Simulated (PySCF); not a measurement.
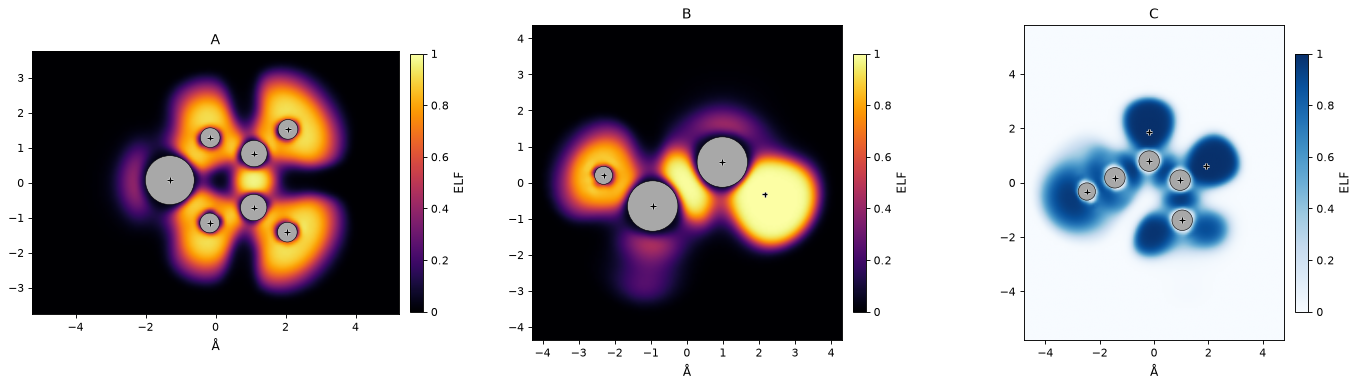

The electron localisation function of 3 systems, each on a plane through atoms (crosses mark nuclei in the plane; grey discs cover the cores).

Theory: PBE0/pcSseg-1, SCF density, gas phase, non-relativistic (PySCF).

System 1: CH₇F₂NSi₂ (SMILES C[SiH2][Si](N)(F)F), the plane of atoms Si3, Si2 and H10. Geometry: GFN2-xTB.

```yaml
atoms:
  - { symbol: C, position_ang: [-1.8675, -0.9047, 0.1781] }
  - { symbol: Si, position_ang: [-0.9716, 0.7675, 0.2382] }
  - { symbol: Si, position_ang: [1.1476, 0.5679, -0.5890] }
  - { symbol: N, position_ang: [2.1805, -0.4710, 0.2905] }
  - { symbol: F, position_ang: [1.8073, 2.0221, -0.8399] }
  - { symbol: F, position_ang: [1.2605, 0.0052, -2.0896] }
  - { symbol: H, position_ang: [-1.3582, -1.6486, 0.7850] }
  - { symbol: H, position_ang: [-1.9195, -1.2906, -0.8367] }
  - { symbol: H, position_ang: [-2.8841, -0.8192, 0.5501] }
  - { symbol: H, position_ang: [-0.9325, 1.2316, 1.6369] }
  - { symbol: H, position_ang: [-1.7657, 1.7579, -0.5060] }
  - { symbol: H, position_ang: [2.2657, -0.4043, 1.2888] }
  - { symbol: H, position_ang: [3.0328, -0.8132, -0.1242] }
```

System 2: C₅H₆O₄Si (SMILES C=C[Si]1(C)OC(=O)C(=O)O1), the plane of atoms Si3, O10 and C8. Geometry: GFN2-xTB.

```xyz
16

C    -1.7112    1.9259   -0.5324
C    -1.5097    0.6415   -0.7987
Si   -0.1719   -0.4167   -0.0103
C    -0.6267   -2.1060    0.6990
O     0.6700    0.5022    1.1045
C     1.9308    0.7463    0.7514
O     2.6959    1.3983    1.3904
C     2.2343    0.0637   -0.5975
O     3.2779    0.0855   -1.1707
O     1.1445   -0.5663   -1.0349
H    -1.0980    2.4621    0.1734
H    -2.4982    2.4907   -1.0065
H    -2.1647    0.1479   -1.5043
H    -1.4154   -2.0127    1.4385
H     0.2233   -2.5920    1.1732
H    -0.9884   -2.7615   -0.0867
```

System 3: C₅H₁₁NOSi₂ (SMILES N#C/C=C\C[SiH2]CO[SiH3]), the plane of atoms C3, C4 and C5. Geometry: GFN2-xTB.

```xyz
20

N    -1.5678    1.4164   -2.1422
C    -1.5202    1.3856   -0.9946
C    -1.4542    1.3456    0.4069
C    -1.5560    0.2045    1.0976
C    -1.7286   -1.1305    0.4899
Si   -0.0386   -2.0347    0.3137
C     1.1306   -0.8895   -0.6623
O     1.4549    0.1499    0.2377
Si    2.2504    1.5311   -0.0592
H    -1.2947    2.2978    0.8934
H    -1.4741    0.2373    2.1757
H    -2.1711   -1.0413   -0.5036
H    -2.3880   -1.7421    1.1053
H    -0.2703   -3.2937   -0.4016
H     0.5376   -2.2632    1.6408
H     2.0481   -1.3918   -0.9827
H     0.6631   -0.4725   -1.5589
H     2.1919    2.0981    1.2803
H     1.5660    2.3380   -1.0709
H     3.6155    1.2659   -0.5230
```

> Which map belongs to which system?

Panel A is system 2, C₅H₆O₄Si: the plane holds Si, O and C. C–O (1.19 Å): the ELF peaks at about 0.85 between the atoms (a short, multiple covalent bond). Panel B is system 1, CH₇F₂NSi₂: the plane holds Si, F and H. Si–F (1.61 Å): the ELF peaks at about 0.85 in the valence shell of F, 0.5 Å from its nucleus, and is about 0.50 at the midpoint. Panel C is system 3, C₅H₁₁NOSi₂: the plane holds N, C and H. C–N (1.15 Å): the ELF peaks at about 0.85 between the atoms (a short, multiple covalent bond).
